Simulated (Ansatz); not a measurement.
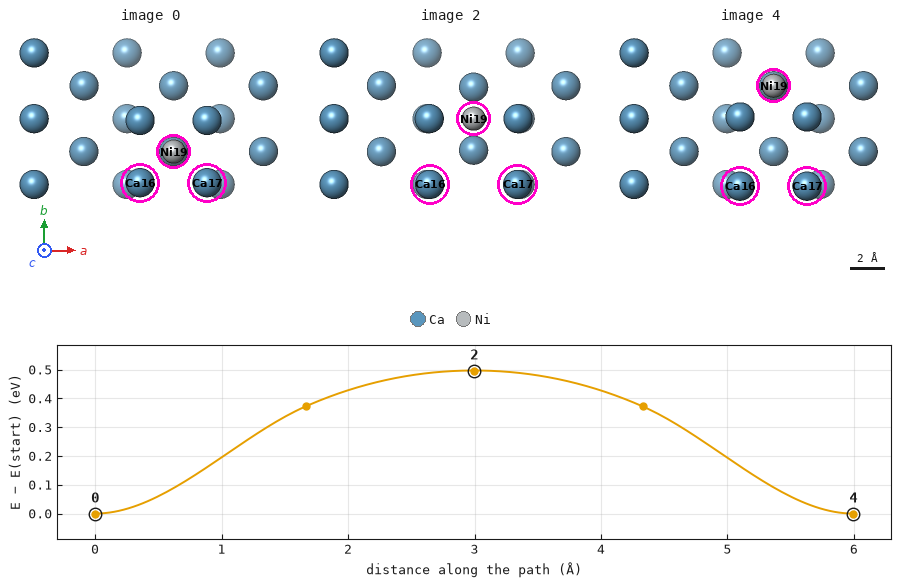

A nudged-elastic-band calculation for Ni on Ca(110) (19 atoms in the cell). Images are numbered from 0 (start) to 4 (end). Style: spheres-only. Shown: the simulation cell, with the vacuum cut short (origin moved), along the c axis. The atoms that move most are ringed.

Method: Ansatz, DFT PBEsol, scalar-relativistic, plane waves, PAW.

Input
```yaml
crystal:
  lattice:
    - [16.74, 0.0, 0.0]
    - [0.0, 7.891312, 0.0]
    - [0.0, 0.0, 14.945656]
  atoms:
    - { symbol: Ca, position: [0.0, 0.0, 0.0669091] }
    - { symbol: Ca, position: [0.3333333, 0.0, 0.0669091] }
    - { symbol: Ca, position: [0.6666667, 0.0, 0.0669091] }
    - { symbol: Ca, position: [0.0, 0.5, 0.0669091] }
    - { symbol: Ca, position: [0.3333333, 0.5, 0.0669091] }
    - { symbol: Ca, position: [0.6666667, 0.5, 0.0669091] }
    - { symbol: Ca, position: [0.16667864, 0.25000396, 0.16040809] }
    - { symbol: Ca, position: [0.48762409, 0.25000623, 0.20201576] }
    - { symbol: Ca, position: [0.84587877, 0.25000496, 0.20194639] }
    - { symbol: Ca, position: [0.16667306, 0.75000883, 0.16010346] }
    - { symbol: Ca, position: [0.48845626, 0.75000525, 0.20076417] }
    - { symbol: Ca, position: [0.84493975, 0.75000484, 0.20058387] }
    - { symbol: Ca, position: [0.04651716, -0.01327237, 0.31645838] }
    - { symbol: Ca, position: [0.28649736, -0.01320872, 0.31672399] }
    - { symbol: Ca, position: [0.66677741, 2.936e-05, 0.30597356] }
    - { symbol: Ca, position: [0.04651822, 0.51330084, 0.31646413] }
    - { symbol: Ca, position: [0.28649798, 0.513238, 0.31672058] }
    - { symbol: Ca, position: [0.66677687, 0.49999359, 0.30597411] }
    - { symbol: Ni, position: [0.1665334, 0.75001514, 0.33364759] }
magnetization:
  spin_polarized: true
basis:
  ecutwfc: 420.0
kpoints:
  mp_grid: { grid: [1, 2, 1] }
hamiltonian:
  xc: pbesol
scf:
  occupations: { method: fermi_dirac, width: 0.1 }
  lower_state_search: "off"
neb:
  images: 3
  f_tol: 0.05
  initial_path: idpp
  max_iterations: 80
  spring: { min: 2.0, max: 10.0 }
  constraints: [{ sites: [0, 1, 2, 3, 4, 5] }]
  final_atoms:
    - { symbol: Ca, position: [0.0, 0.0, 0.0669091] }
    - { symbol: Ca, position: [0.3333333, 0.0, 0.0669091] }
    - { symbol: Ca, position: [0.6666667, 0.0, 0.0669091] }
    - { symbol: Ca, position: [0.0, 0.5, 0.0669091] }
    - { symbol: Ca, position: [0.3333333, 0.5, 0.0669091] }
    - { symbol: Ca, position: [0.6666667, 0.5, 0.0669091] }
    - { symbol: Ca, position: [0.16667306, 0.25000881, 0.16010346] }
    - { symbol: Ca, position: [0.48845626, 0.25000523, 0.20076417] }
    - { symbol: Ca, position: [0.84493975, 0.25000482, 0.20058387] }
    - { symbol: Ca, position: [0.16667864, 0.75000394, 0.16040809] }
    - { symbol: Ca, position: [0.48762409, 0.75000621, 0.20201576] }
    - { symbol: Ca, position: [0.84587877, 0.75000494, 0.20194639] }
    - { symbol: Ca, position: [0.04651822, 0.01330082, 0.31646413] }
    - { symbol: Ca, position: [0.28649798, 0.01323798, 0.31672058] }
    - { symbol: Ca, position: [0.66677687, -6.43e-06, 0.30597411] }
    - { symbol: Ca, position: [0.04651716, 0.48672761, 0.31645838] }
    - { symbol: Ca, position: [0.28649736, 0.48679126, 0.31672399] }
    - { symbol: Ca, position: [0.66677741, 0.50002934, 0.30597356] }
    - { symbol: Ni, position: [0.1665334, 1.25001512, 0.33364759] }
  order_check: true
```

Command:
```bash
ansatz run input.yaml --threads 4 --pin off --max-ram 10240MiB --backend cpu --events-out ev --progress --plain --runs-dir out
```

Question: What happens along the path, and what is the barrier?

Answer: The barrier is about 0.50 eV in both directions, with image 2 at the top; the ends have the same energy. The Ni atom travels furthest, 3.95 Å from end to end, on a path that bends up to 0.35 Å away from the straight line. At the highest image its nearest neighbour (Ca) is 2.66 Å away, against 2.59 Å at the start, and the surrounding atoms stand up to 0.66 Å off the mean of their end positions. The band converged in 10 iterations. The largest component of the band force went from 3.1 to 0.024 eV/Å. The climbing image converged on the top of the path. A check of its curvatures didn't confirm a first-order saddle.

Limits of the set-up: the k-point mesh is coarse for a cell with partly filled bands; the periodic images lie only 7.9 Å apart, so the values are limited by the cell's size.

The run took 4.1 min on 4 threads of AMD EPYC 9R45 96-Core Processor (Zen 5), with other jobs on the host, peak memory 6.9 GiB.
